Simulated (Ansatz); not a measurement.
# wB97X/STO-3G run of C2HF (fluoroacetylene)

Aim: the energy change on altering one bond length of C2HF (fluoroacetylene) at wB97X/STO-3G, from 2 runs. 

Program for the calculation: Ansatz 0.2.0.

49 further runs of the same task are left out: 5 that didn't finish, 44 set aside as unsound or not needed.

## (1) The molecule

C2HF has 4 atoms, charge 0, and is taken as a singlet. As SMILES, `C#CF`. The shape is that of a PBE0-D4/def2-TZVP optimisation.

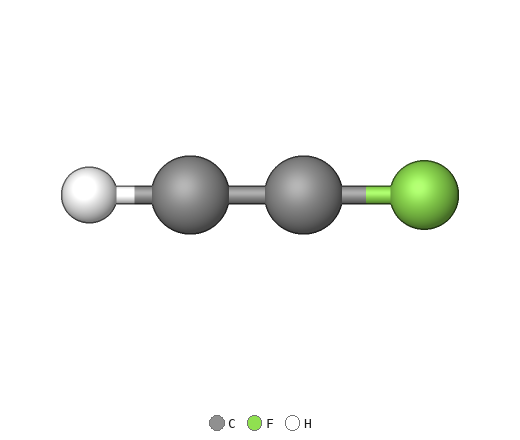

Viewed from a chosen angle; carbon grey, fluorine green, hydrogen white.

## (2) A single-point energy at wB97X/STO-3G

The input, job.yaml:

```yaml
basis:
  gaussian: {orbitals: STO-3G}
crystal:
  periodic: [false, false, false]
  atoms:
    - {symbol: C, position_ang: [-0.361030, 0.453110, -0.290220]}
    - {symbol: C, position_ang: [0.303270, -0.380840, 0.243810]}
    - {symbol: F, position_ang: [1.010600, -1.269010, 0.812300]}
    - {symbol: H, position_ang: [-0.952830, 1.196740, -0.765890]}
accuracy: high
hamiltonian: {xc: {name: wB97X}}
```

Command:

```
$ ansatz run job.yaml --threads 1 --pin off --max-ram 3480MiB --events-out events.jsonl --progress --plain --runs-dir runs
```

What it wrote:

```text
Warning: RAYON_NUM_THREADS=1 ignored (pool sized by the plan → 1); use --threads N
Functional definition: wB97X
  name "wB97X"
  parameter omega = 0.3/bohr
  parameter cx = 0.157706
  parameter cx1 = 0.726479
  parameter cx2 = 1.04760
  parameter cx3 = -5.70635
  parameter cx4 = 13.2794
  parameter css1 = -4.33879
  parameter css2 = 18.2308
  parameter css3 = -31.7430
  parameter css4 = 17.2901
  parameter cos1 = 2.37031
  parameter cos2 = -11.3995
  parameter cos3 = 6.58405
  parameter cos4 = -3.78132
  exchange = spin_sum(e_x_unif_sr(omega)*poly(b97_u_x, 1 - cx, cx1, cx2, cx3, cx4)) + cx*exact_x_sr(omega)
      + exact_x_lr(omega)
  correlation = spin_sum(e_c_pw_same_spin*poly(b97_u_same, 1, css1, css2, css3, css4))
      + integral(e_c_pw_opposite_spin*poly(b97_u_opposite, 1, cos1, cos2, cos3, cos4))
270 factors; integrals over basis functions are off by at most 3.6e-8 eV
121 factors; integrals over basis functions are off by at most 6.4e-10 eV
mean field evaluation 1: about -4736.9070 eV, gradient 2.0e1 eV
mean field evaluation 2: about -4736.6853 eV, gradient 2.3e1 eV
mean field evaluation 4: about -4738.0209 eV, gradient 6.2e-1 eV
mean field evaluation 8: about -4737.9565 eV, gradient 3.7e-3 eV
mean field evaluation 16: about -4737.9565 eV, gradient 6.9e-8 eV
mean field -4737.95645743 eV, -174.1166883082 hartree, gradient 6.9e-8 eV, S^2 0.000000; 0 other end points of the search recorded, 0 dependent functions left out
reference -4737.95645637 eV, -174.1166882693 hartree; 11, 11 occupied and 5, 5 virtual orbitals, 270 factors
Total energy: -4737.95645637 eV, -174.1166882693 hartree
```

Run time: 4.2 s. Hardware: 1 thread of Intel Xeon Platinum 8259CL at 2.50GHz (Skylake/Cascade Lake), shared host; peak memory 0.21 GiB.

## (3) The distorted shape

The input, job.yaml:

```yaml
crystal:
  periodic: [false, false, false]
  atoms:
    - {symbol: C, position_ang: [-0.213057, 0.267174, -0.171284]}
    - {symbol: C, position_ang: [0.451243, -0.566776, 0.362746]}
    - {symbol: F, position_ang: [1.158573, -1.454946, 0.931236]}
    - {symbol: H, position_ang: [-0.952830, 1.196740, -0.765890]}
basis:
  gaussian:
    orbitals: STO-3G
hamiltonian:
  xc: {name: wB97X}
accuracy: high
```

Command:

```
$ ansatz run job.yaml --threads 1 --pin off --max-ram 3480MiB --events-out events.jsonl --progress --plain --runs-dir runs
```

What it wrote (excerpt; [...] marks lines left out):

```text
Warning: RAYON_NUM_THREADS=1 ignored (pool sized by the plan → 1); use --threads N
[... 2 set-up lines as earlier in the session ...]
[...]
      + exact_x_lr(omega)
[...]
      + integral(e_c_pw_opposite_spin*poly(b97_u_opposite, 1, cos1, cos2, cos3, cos4))
270 factors; integrals over basis functions are off by at most 4.6e-8 eV
122 factors; integrals over basis functions are off by at most 5.1e-10 eV
[...]
mean field -4736.94851381 eV, -174.0796470637 hartree, gradient 5.8e-8 eV, S^2 0.000000; 0 other end points of the search recorded, 0 dependent functions left out
reference -4736.94851271 eV, -174.0796470232 hartree; 11, 11 occupied and 5, 5 virtual orbitals, 270 factors
Total energy: -4736.94851271 eV, -174.0796470232 hartree
```

Wall time 3.6 s (1 thread of Intel Xeon Platinum 8259CL at 2.50GHz (Skylake/Cascade Lake), shared host); peak memory 0.21 GiB.

## (4) Summary of results

At wB97X/STO-3G:

| quantity | value |
| --- | --- |
| first shape: total energy | -174.11669 Eh |
| distorted shape: total energy | -174.07965 Eh |
| energy change with the C1–H4 bond stretched from 1.063 to 1.329 Å | 1.008 eV |

In words: With the C1–H4 bond stretched from 1.063 to 1.329 Å the energy rises by 1.01 eV (23 kcal/mol). The first shape isn't relaxed at this level, so the change isn't measured from a minimum. The minimal basis adds a large error of its own.
